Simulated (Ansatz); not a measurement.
# Phonons of Sn2W in the AlB2 type

Question: is the lattice of Sn2W in the AlB2 type stable, and if so, what are its coupling constant and resistivity?

Main program and level: Ansatz 0.2.0; DFT LDA, scalar-relativistic, plane waves, PAW; PAW set soft_1.

The structure was built from a prototype and need not be the compound's stable phase.

## 1. Starting point

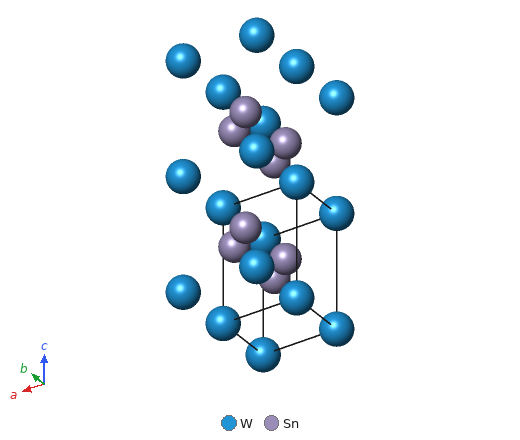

The cell as given, from a free direction (tungsten blue, tin purple). 1×2×2 cells are drawn. Some periodic images of atoms are drawn too.

## 2. Relaxing cell and atoms

The structure is brought to rest under this functional.

The input, input.yaml:

```yaml
crystal:
  lattice:
    - [4.24944, 0.0, 0.0]
    - [-2.12472, 3.68012, 0.0]
    - [0.0, 0.0, 4.46191]
  atoms:
    - { symbol: W, position: [0.0, 0.0, 0.0] }
    - { symbol: Sn, position: [0.33333333, 0.66666667, 0.5] }
    - { symbol: Sn, position: [0.66666667, 0.33333333, 0.5] }
kpoints:
  mp_grid: { grid: [9, 9, 8] }
hamiltonian:
  xc: lda
  pseudopotentials: { kind: paw, azcp: { folder: soft_1 }, xc_functional: pbe }
scf:
  occupations: { method: gaussian, width: 0.1 }
output:
  forces: true
  stress: true
  eigenvalues: true
relax:
  adjacent_minimum: "off"
  f_tol: 0.005
  max_steps: 80
  cell: { stress_tol: 0.05 }
```

On the command line:

```console
$ ansatz run input.yaml --threads 4 --pin off --max-ram 12288MiB --backend cpu --events-out ev --progress --plain --runs-dir out
```

Numbers of over 12 decimals in the logs are rounded to 6 here.

What it wrote:

```text
Engine: ansatz 0.2.0, x86_64-unknown-linux-gnu
Pseudopotentials: kind: paw
Pseudopotential: W, paw, valence charge 14, recommended cutoff 420 eV (normal), soft_1/W.paw.azcp
Pseudopotential: Sn, paw, valence charge 14, recommended cutoff 420 eV (normal), soft_1/Sn.paw.azcp
Functional definition: SPW92
  exchange = slater_x
  correlation = pw_c
Crystal: 3 atoms, lattice volume = 69.777 Å³
Basis set: ecut = 420 eV, 1377 PW (Γ)
Bands: 26, of which v1, the nominal top of the filled ones, is band 21 counted from 1 (20 counted from 0)
Symmetry: 24 space group operations
Space group: P6/mmm (ITA 191), of the structure as read, at distance tolerance 4.1e-5 Å
k-points: 60 of 648
Non-local potential: W, projectors of the file, l = 0: 3, l = 1: 2, l = 2: 2, l = 3: 1
Non-local potential: Sn, projectors of the file, l = 0: 2, l = 1: 2, l = 2: 2, l = 3: 1
PAW form: soft (Blöchl's): semilocal exchange-correlation on the pseudo side does not see the compensation charge
PAW frozen core: W, regenerated for the run's functional, and the local potential with it (the file was generated under x = pbe(κ = 0.804, μ = 0.219515), c = pbe(β = 0.066725))
PAW frozen core: Sn, regenerated for the run's functional, and the local potential with it (the file was generated under x = pbe(κ = 0.804, μ = 0.219515), c = pbe(β = 0.066725))
PAW one-centre angular grid: W, 590 points (default); XC on 64 Gauss nodes
PAW one-centre angular grid: Sn, 590 points (default); XC on 64 Gauss nodes
Initial density: superposition of atomic densities (chi_scale 0.1, normalization cell, long waves kept (reshape's long-wave potential 0.00 eV rms))
Initial wavefunctions: pseudopotential atomic-orbital guess
Functional: x = slater, c = lda
SCF iter   1: F=—  HF=-21883.369386 eV  |F-HF|=—  |Δ(HF+E_count)|=         —  Δρ=5.50e-2  dr2=5.53e0  ethr=3.10e-3  ⟨swp⟩=6.1  Hψ=7300  notcnv=0
preconditioner: auto → Kerker (q_TF=auto, 2.507 Å⁻¹)  [metal: Δε(μ)=0.016 eV  Ē_g=17.008 eV  σ=0.100 eV  W_gap=0.09  n_scr=20 (ndim 8)  ℏωp=25.9 eV  f_vac=0.000  D(μ)=4.21/eV (n_scr^D=52)]
SCF iter   2: F=—  HF=-21882.457656 eV  |F-HF|=—  |Δ(HF+E_count)|=   9.12e-1  Δρ=1.52e-2  dr2=2.67e-1  ethr=3.10e-3  ⟨swp⟩=2.8  Hψ=2566  notcnv=0  defer=10
SCF iter   3: F=—  HF=-21882.401800 eV  |F-HF|=—  |Δ(HF+E_count)|=   5.59e-2  Δρ=7.04e-3  dr2=3.38e-2  ethr=6.36e-4  ⟨swp⟩=2.0  Hψ=2043  notcnv=0  defer=10
SCF iter   4: F=—  HF=-21882.392520 eV  |F-HF|=—  |Δ(HF+E_count)|=   9.28e-3  Δρ=2.07e-3  dr2=5.45e-3  ethr=8.05e-5  ⟨swp⟩=2.0  Hψ=1871  notcnv=0  defer=10
SCF iter   5: F=—  HF=-21882.391323 eV  |F-HF|=—  |Δ(HF+E_count)|=   1.20e-3  Δρ=6.38e-4  dr2=3.89e-4  ethr=1.30e-5  ⟨swp⟩=2.3  Hψ=1955  notcnv=0  defer=9
SCF iter   6: F=—  HF=-21882.391235 eV  |F-HF|=—  |Δ(HF+E_count)|=   8.80e-5  Δρ=2.05e-4  dr2=5.40e-5  ethr=9.26e-7  ⟨swp⟩=2.1  Hψ=1854  notcnv=0  defer=9
SCF iter   7: F=—  HF=-21882.391225 eV  |F-HF|=—  |Δ(HF+E_count)|=   9.67e-6  Δρ=6.59e-5  dr2=3.21e-6  ethr=1.29e-7  ⟨swp⟩=2.9  Hψ=2739  notcnv=0  defer=9
SCF iter   8: F=—  HF=-21882.391225 eV  |F-HF|=—  |Δ(HF+E_count)|=   1.85e-7  Δρ=1.53e-5  dr2=2.67e-7  ethr=7.63e-9  ⟨swp⟩=2.0  Hψ=1760  notcnv=0  defer=9
SCF iter   9: F=-21882.391225 eV  HF=-21882.391225 eV  |F-HF|=1.13e-8  |Δ(HF+E_count)|=   2.05e-8  Δρ=3.60e-6  dr2=1.45e-8  ethr=2.38e-10  ⟨swp⟩=6.9  Hψ=6118  notcnv=0
SCF 1 converged in 9 iterations: F = -21882.391225 eV  dr2 = 1.45e-8
  greatest PAW one-centre occupation: 0.999 electrons in one spin orbital (limit 2), on the W atom at site 0 (counted from 0), in its partial waves of l = 0
relax step   1: F+E_penalty+E_count = -21882.39122506 eV  Δ(F+E_penalty+E_count) = +0.000e0 eV  max|allowed force component| = 5.243e-17 eV/Å  Δτ_max = 0.0000 Å  P = +7.136 GPa  Ω = 69.777 Å³  (9 SCF iters, dr2 threshold 1.00e-7 eV, accepted)
Crystal: 3 atoms, lattice volume = 71.537 Å³
Basis set: ecut = 420 eV, 1401 PW (Γ)
Initial density: handed on by an earlier stage of this run
Initial wavefunctions: those handed on with the density
iter 1 solved again at ethr=3.89e-4 eV; its pass at ethr=3.10e-3 eV (dr2=1.63e-1 eV) is discarded
SCF iter   1: F=—  HF=-21883.346926 eV  |F-HF|=—  |Δ(HF+E_count)|=         —  Δρ=1.50e-2  dr2=1.62e-1  ethr=3.89e-4  ⟨swp⟩=1.0  Hψ=9565  notcnv=0
preconditioner: auto → Kerker (q_TF=auto, 2.497 Å⁻¹)  [metal: Δε(μ)=0.003 eV  Ē_g=16.230 eV  σ=0.100 eV  W_gap=0.02  n_scr=20 (ndim 8)  ℏωp=25.6 eV  f_vac=0.000  D(μ)=5.95/eV (n_scr^D=70)]
SCF iter   2: F=—  HF=-21883.315523 eV  |F-HF|=—  |Δ(HF+E_count)|=   3.14e-2  Δρ=4.62e-3  dr2=1.55e-2  ethr=3.85e-4  ⟨swp⟩=1.4  Hψ=1585  notcnv=0
SCF iter   3: F=—  HF=-21883.312935 eV  |F-HF|=—  |Δ(HF+E_count)|=   2.59e-3  Δρ=1.69e-3  dr2=1.81e-3  ethr=3.70e-5  ⟨swp⟩=1.3  Hψ=1583  notcnv=0
SCF iter   4: F=—  HF=-21883.312635 eV  |F-HF|=—  |Δ(HF+E_count)|=   3.00e-4  Δρ=1.92e-4  dr2=3.82e-5  ethr=4.30e-6  ⟨swp⟩=2.0  Hψ=1949  notcnv=0
SCF iter   5: F=—  HF=-21883.312632 eV  |F-HF|=—  |Δ(HF+E_count)|=   2.76e-6  Δρ=6.63e-5  dr2=4.19e-6  ethr=9.10e-8  ⟨swp⟩=2.9  Hψ=2924  notcnv=0
SCF iter   6: F=—  HF=-21883.312631 eV  |F-HF|=—  |Δ(HF+E_count)|=   1.09e-6  Δρ=1.93e-5  dr2=3.85e-7  ethr=9.98e-9  ⟨swp⟩=2.0  Hψ=2489  notcnv=0
SCF iter   7: F=-21883.312631 eV  HF=-21883.312631 eV  |F-HF|=7.97e-9  |Δ(HF+E_count)|=   1.24e-7  Δρ=7.07e-6  dr2=2.57e-8  ethr=7.14e-10  ⟨swp⟩=6.7  Hψ=6192  notcnv=0
SCF 2 converged in 7 iterations: F = -21883.312631 eV  dr2 = 2.57e-8
relax step   2: F+E_penalty+E_count = -21883.31263112 eV  Δ(F+E_penalty+E_count) = -9.214e-1 eV  max|allowed force component| = 9.252e-18 eV/Å  Δτ_max = 0.0000 Å  P = +0.693 GPa  Ω = 71.537 Å³  energy of the carried Pulay correction = -2.062e-4 eV  (7 SCF iters, dr2 threshold 3.00e-7 eV, accepted)
Crystal: 3 atoms, lattice volume = 70.479 Å³
Basis set: ecut = 420 eV, 1351 PW (Γ)
iter 1 solved again at ethr=1.43e-4 eV; its pass at ethr=3.10e-3 eV (dr2=6.00e-2 eV) is discarded
SCF iter   1: F=—  HF=-21884.015173 eV  |F-HF|=—  |Δ(HF+E_count)|=         —  Δρ=8.26e-3  dr2=5.96e-2  ethr=1.43e-4  ⟨swp⟩=1.0  Hψ=8876  notcnv=0
preconditioner: auto → Kerker (q_TF=auto, 2.503 Å⁻¹)  [metal: Δε(μ)=0.010 eV  Ē_g=16.162 eV  σ=0.100 eV  W_gap=0.06  n_scr=20 (ndim 8)  ℏωp=25.8 eV  f_vac=0.000  D(μ)=4.75/eV (n_scr^D=46)]
SCF iter   2: F=—  HF=-21884.004781 eV  |F-HF|=—  |Δ(HF+E_count)|=   1.04e-2  Δρ=3.44e-3  dr2=1.17e-2  ethr=1.42e-4  ⟨swp⟩=1.1  Hψ=1564  notcnv=0
SCF iter   3: F=—  HF=-21884.002615 eV  |F-HF|=—  |Δ(HF+E_count)|=   2.17e-3  Δρ=8.06e-4  dr2=6.49e-4  ethr=2.79e-5  ⟨swp⟩=1.4  Hψ=1596  notcnv=0
SCF iter   4: F=—  HF=-21884.002526 eV  |F-HF|=—  |Δ(HF+E_count)|=   8.87e-5  Δρ=1.27e-4  dr2=1.05e-5  ethr=1.54e-6  ⟨swp⟩=2.0  Hψ=1960  notcnv=0
SCF iter   5: F=—  HF=-21884.002531 eV  |F-HF|=—  |Δ(HF+E_count)|=   5.07e-6  Δρ=3.90e-5  dr2=1.89e-6  ethr=2.49e-8  ⟨swp⟩=2.9  Hψ=2895  notcnv=0
SCF iter   6: F=-21884.002531 eV  HF=-21884.002531 eV  |F-HF|=9.29e-8  |Δ(HF+E_count)|=   6.22e-7  Δρ=1.29e-5  dr2=1.83e-7  ethr=7.14e-10  ⟨swp⟩=5.0  Hψ=7133  notcnv=0
SCF 3 converged in 6 iterations: F = -21884.002531 eV  dr2 = 1.83e-7
relax step   3: F+E_penalty+E_count = -21884.00253064 eV  Δ(F+E_penalty+E_count) = -6.899e-1 eV  max|allowed force component| = 4.395e-17 eV/Å  Δτ_max = 0.0000 Å  P = -2.257 GPa  Ω = 70.479 Å³  energy of the carried Pulay correction = -8.269e-5 eV  (6 SCF iters, dr2 threshold 3.00e-7 eV, accepted)
[... from here on, the SCF cycles and remarks between the steps are left out ...]
relax step   4: F+E_penalty+E_count = -21884.65826262 eV  Δ(F+E_penalty+E_count) = -6.557e-1 eV  max|allowed force component| = 6.785e-17 eV/Å  Δτ_max = 0.0000 Å  P = -3.893 GPa  Ω = 68.550 Å³  energy of the carried Pulay correction = +1.475e-4 eV  (6 SCF iters, dr2 threshold 3.00e-7 eV, accepted)
relax step   5: F+E_penalty+E_count = -21885.26402832 eV  Δ(F+E_penalty+E_count) = -6.058e-1 eV  max|allowed force component| = 1.449e-16 eV/Å  Δτ_max = 0.0000 Å  P = -3.558 GPa  Ω = 65.789 Å³  energy of the carried Pulay correction = +4.881e-4 eV  (6 SCF iters, dr2 threshold 3.00e-7 eV, accepted)
relax step   6: F+E_penalty+E_count = -21885.86033438 eV  Δ(F+E_penalty+E_count) = -5.963e-1 eV  max|allowed force component| = 6.014e-17 eV/Å  Δτ_max = 0.0000 Å  P = -2.233 GPa  Ω = 62.899 Å³  energy of the carried Pulay correction = +8.599e-4 eV  (6 SCF iters, dr2 threshold 3.00e-7 eV, accepted)
relax step   7: F+E_penalty+E_count = -21886.44634067 eV  Δ(F+E_penalty+E_count) = -5.860e-1 eV  max|allowed force component| = 3.701e-16 eV/Å  Δτ_max = 0.0000 Å  P = -0.705 GPa  Ω = 60.387 Å³  energy of the carried Pulay correction = +1.197e-3 eV  (6 SCF iters, dr2 threshold 3.00e-7 eV, accepted)
relax step   8: F+E_penalty+E_count = -21886.93954595 eV  Δ(F+E_penalty+E_count) = -4.932e-1 eV  max|allowed force component| = 4.102e-16 eV/Å  Δτ_max = 0.0000 Å  P = +3.683 GPa  Ω = 57.827 Å³  energy of the carried Pulay correction = +1.553e-3 eV  (6 SCF iters, dr2 threshold 3.00e-7 eV, accepted)
relax step   9: F+E_penalty+E_count = -21887.16523068 eV  Δ(F+E_penalty+E_count) = -2.257e-1 eV  max|allowed force component| = 2.159e-16 eV/Å  Δτ_max = 0.0000 Å  P = +3.272 GPa  Ω = 58.458 Å³  energy of the carried Pulay correction = +1.464e-3 eV  (6 SCF iters, dr2 threshold 3.00e-7 eV, accepted)
relax step  10: F+E_penalty+E_count = -21887.21110978 eV  Δ(F+E_penalty+E_count) = -4.588e-2 eV  max|allowed force component| = 1.110e-16 eV/Å  Δτ_max = 0.0000 Å  P = +0.523 GPa  Ω = 59.338 Å³  energy of the carried Pulay correction = +1.341e-3 eV  (5 SCF iters, dr2 threshold 3.00e-7 eV, accepted)
relax step  11: F+E_penalty+E_count = -21887.21148066 eV  Δ(F+E_penalty+E_count) = -3.709e-4 eV  max|allowed force component| = 7.093e-17 eV/Å  Δτ_max = 0.0000 Å  P = -0.145 GPa  Ω = 59.664 Å³  energy of the carried Pulay correction = +1.296e-3 eV  (4 SCF iters, dr2 threshold 3.00e-7 eV, accepted)
relax step  12: F+E_penalty+E_count = -21887.21155780 eV  Δ(F+E_penalty+E_count) = -7.713e-5 eV  max|allowed force component| = 1.496e-16 eV/Å  Δτ_max = 0.0000 Å  P = +0.000 GPa  Ω = 59.589 Å³  energy of the carried Pulay correction = +1.307e-3 eV  (4 SCF iters, dr2 threshold 1.41e-7 eV, accepted)
relax step  13: F+E_penalty+E_count = -21887.21899495 eV  Δ(F+E_penalty+E_count) = -7.437e-3 eV  max|allowed force component| = 1.434e-16 eV/Å  Δτ_max = 0.0000 Å  P = +0.244 GPa  Ω = 59.589 Å³  stress off target by 3.75e-1 GPa  SCF on the basis re-selected at this cell (its energy is not comparable with the rows above)  (6 SCF iters)
relax step  14: F+E_penalty+E_count = -21887.21914711 eV  Δ(F+E_penalty+E_count) = -1.522e-4 eV  max|allowed force component| = 1.542e-17 eV/Å  Δτ_max = 0.0000 Å  P = +0.013 GPa  Ω = 59.712 Å³  energy of the carried Pulay correction = -1.664e-5 eV  (4 SCF iters, dr2 threshold 3.00e-7 eV, accepted)
iter 1 solved again at ethr=2.01e-8 eV; its pass at ethr=3.10e-3 eV (dr2=8.44e-6 eV) is discarded
SCF iter   1: F=—  HF=-21887.219164 eV  |F-HF|=—  |Δ(HF+E_count)|=         —  Δρ=6.03e-6  dr2=1.31e-8  ethr=2.01e-8  ⟨swp⟩=3.9  Hψ=11788  notcnv=0
preconditioner: auto → Kerker (q_TF=auto, 2.573 Å⁻¹)  [metal: Δε(μ)=0.036 eV  Ē_g=16.866 eV  σ=0.100 eV  W_gap=0.20  n_scr=14 (ndim 8)  ℏωp=28.0 eV  f_vac=0.000  D(μ)=2.39/eV (n_scr^D=26)]
SCF iter   2: F=—  HF=-21887.219163 eV  |F-HF|=—  |Δ(HF+E_count)|=   7.00e-7  Δρ=3.62e-6  dr2=5.86e-9  ethr=3.12e-11  ⟨swp⟩=2.6  Hψ=2689  notcnv=0
SCF iter   3: F=—  HF=-21887.219163 eV  |F-HF|=—  |Δ(HF+E_count)|=   1.91e-9  Δρ=5.17e-7  dr2=1.92e-10  ethr=1.39e-11  ⟨swp⟩=2.2  Hψ=2105  notcnv=0
SCF iter   4: F=-21887.219163 eV  HF=-21887.219163 eV  |F-HF|=7.28e-12  |Δ(HF+E_count)|=  6.91e-11  Δρ=1.39e-7  dr2=1.23e-11  ethr=1.00e-12  ⟨swp⟩=7.5  Hψ=7847  notcnv=0
SCF 15 converged in 4 iterations: F = -21887.219163 eV  dr2 = 1.23e-11
relax step  15: F+E_penalty+E_count = -21887.21916321 eV  Δ(F+E_penalty+E_count) = -1.610e-5 eV  max|allowed force component| = 9.560e-17 eV/Å  Δτ_max = 0.0000 Å  P = +0.013 GPa  Ω = 59.712 Å³  stress off target by 1.75e-2 GPa  SCF on the basis re-selected at this cell (its energy is not comparable with the rows above)  (4 SCF iters)
basis re-selected at this cell: Δ(F+E_penalty+E_count) = -1.610e-5 eV, ΔP = +0.000 GPa vs the last step (what re-selecting the basis moved, of the pressure what is left beyond the Pulay correction that the steps carried, after the strain that the cell walked since its last selection, with what the two solves' SCF thresholds leave and, on support functions, any second-order correction that the steps lacked; it is no m [...]
SCF converged after 4 iterations
Free energy (F): -21887.219163 eV
Harris-Foulkes:  -21887.219163 eV  (|F-HF|=7.28e-12)
Internal energy: -21887.207231 eV  (E = F + TS)
E sigma→0 (E₀):  -21887.213197 eV
Entropy (-TS):   -0.011932 eV (-3.977 meV/atom)
Fermi energy:    16.411001 eV
--- Per-component energies (eV) ---
  E_band       = -186.960908
  E_kinetic    = 763.880252
  E_local      = -2257.921866  (includes V_loc(G=0)·N_el)
  E_nonlocal   = 281.464077
  E_hartree    = 1119.857539
  E_xc         = -517.251567
  E_vxc        = -395.661706  (∫ρ·V_xc dr)
  E_paw        = -16775.613502  (= ΣΔE_a)
  E_vpaw       = -818.437381  (= ΣTr[D̂ρ^β])
  E_aug_tail   = 0.000708  (compensation charges beyond the density's cutoff)
  E_ewald      = -4502.755903
  E_core_change = 1.133031  (= ΣΔE_core)
  E_smearing   = -0.011932  (= −TS)
  E_closure    = 0.000000  (closes the sum)
  Σ components = -21887.219163   (vs F -21887.219163, Δ=0.00e0)
--- Forces (eV/Å), atoms counted from 1 ---
  atom   1  W      0.00000000     0.00000000     0.00000000
  atom   2  Sn    -0.00000000     0.00000000    -0.00000000
  atom   3  Sn     0.00000000    -0.00000000     0.00000000
  max |Σ_I F_I| component: 1.85e-17 eV/Å
--- Stress (GPa, compression-positive) ---
        0.017542      -0.000000       0.000000
        0.000000       0.017542      -0.000000
        0.000000      -0.000000       0.004676
  P = ⅓ Tr σ = 0.0133 GPa (0.133 kbar)
--- Band table (eV; the first three rows and the last of 60) ---
  k-point 0: bands = [... 17 lower, 11.2565, 12.5179, 15.3304, 15.3304, 18.2324, 18.2324, 18.2566, 19.0088, ... 1 higher]
  k-point 1: bands = [... 17 lower, 11.5834, 13.1959, 15.0098, 15.0098, 18.0422, 18.4288, 18.4288, 18.9469, ... 1 higher]
  k-point 2: bands = [... 17 lower, 12.5250, 14.2376, 14.2376, 14.3935, 16.6412, 18.5690, 18.5690, 19.2044, ... 1 higher]
  k-point 59: bands = [... 17 lower, 11.8759, 13.5042, 15.0176, 15.6321, 15.6321, 16.8670, 16.8670, 21.7087, ... 1 higher]
--- Relaxed structure (13 steps of the walk, 13 accepted, 2 SCFs on fresh bases) ---
  F+E_penalty+E_count = -21887.21916321 eV   max|allowed force component| = 9.560e-17 eV/Å   (the final SCF, on the basis selected at the relaxed cell)
  cell:  # Å, volume = 59.7119 Å³
    - [4.964480, 0, 0]
    - [-2.482240, 4.299366, -1.3942009163003314e-17]
    - [0, -1.690378705521229e-17, 2.797582]
  atoms:
    - { symbol: W, position: [0, 0, 0] }
    - { symbol: Sn, position: [0.333333, 0.666667, 0.5] }
    - { symbol: Sn, position: [0.666667, 0.333333, 0.5] }
```

Elapsed: 13 s, on 4 threads of AMD EPYC 9B14 (Zen 4), shared host; peak memory 0.49 GiB.

Step by step:

```
step  energy less that of the first step (eV)  largest force component (eV/Å)  pressure (GPa)  volume (Å³)
   1                                   0.0000                          0.0000            7.14        69.78
   2                                  -0.9214                          0.0000            0.69        71.54
   3                                  -1.6113                          0.0000           -2.26        70.48
   4                                  -2.2670                          0.0000           -3.89        68.55
   5                                  -2.8728                          0.0000           -3.56        65.79
   6                                  -3.4691                          0.0000           -2.23        62.90
   7                                  -4.0551                          0.0000           -0.71        60.39
   8                                  -4.5483                          0.0000            3.68        57.83
   9                                  -4.7740                          0.0000            3.27        58.46
  10                                  -4.8199                          0.0000            0.52        59.34
  11                                  -4.8203                          0.0000           -0.14        59.66
  12                                  -4.8203                          0.0000            0.00        59.59
 13*                                  -4.8278                          0.0000            0.24        59.59
  14                                  -4.8279                          0.0000            0.01        59.71
 15*                                  -4.8279                          0.0000            0.01        59.71
```

Relaxation steps marked * repeat the geometry before them on a plane-wave basis chosen anew for their cell, so energy and pressure can jump there.

Forces are held to the 24 operations that the run works with; a distortion that breaks them can't arise in this run.

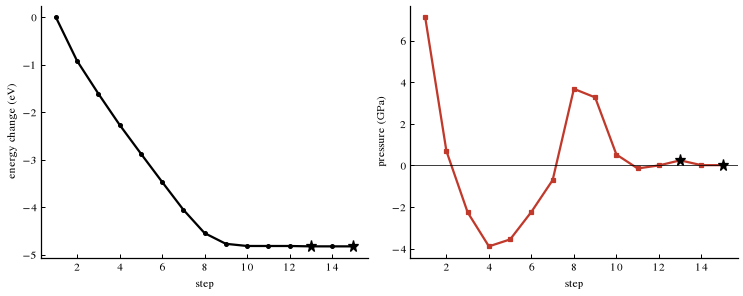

Energy and pressure along the relaxation. Stars mark steps on a basis chosen anew.

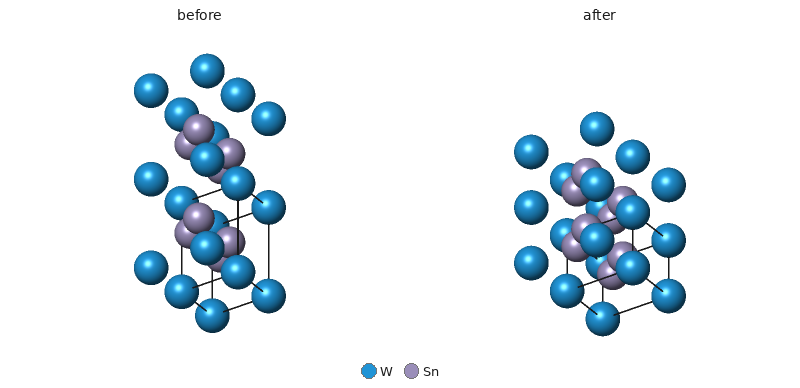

Before and after, at one scale.

| cell as run | before | after | change |
| --- | --- | --- | --- |
| a (Å) | 4.249 | 4.964 | +16.8 % |
| b (Å) | 4.249 | 4.964 | +16.8 % |
| c (Å) | 4.462 | 2.798 | -37.3 % |
| volume (Å³/atom) | 23.26 | 19.90 | -14.4 % |

Final coordinates:

```
W Sn
1.0
     4.96448    0.00000    0.00000
    -2.48224    4.29937    0.00000
     0.00000    0.00000    2.79758
W Sn
1 2
Direct
  0.00000 0.00000 0.00000
  0.33333 0.66667 0.50000
  0.66667 0.33333 0.50000
```

Numbers from this step:

| Item | Value |
| --- | --- |
| pressure | 0.01325 GPa |
| volume per atom | 19.90 Å³/atom |
| metallic on mesh | yes |
| gap on the k-mesh | 0 eV |

The largest force is now zero by symmetry and the largest stress component 0.018 GPa.

(Continued in part 2 of 3.)

[Logs are printed without paths, hosts, clocks, repeated set-up lines and the standing remarks that a program may print on its own settings, such as how far it seeks lower states.]

[Hosts, paths, dates, database ids (printed as entryN), source tags and the programs' standing remarks are cut or masked in the printed files.]
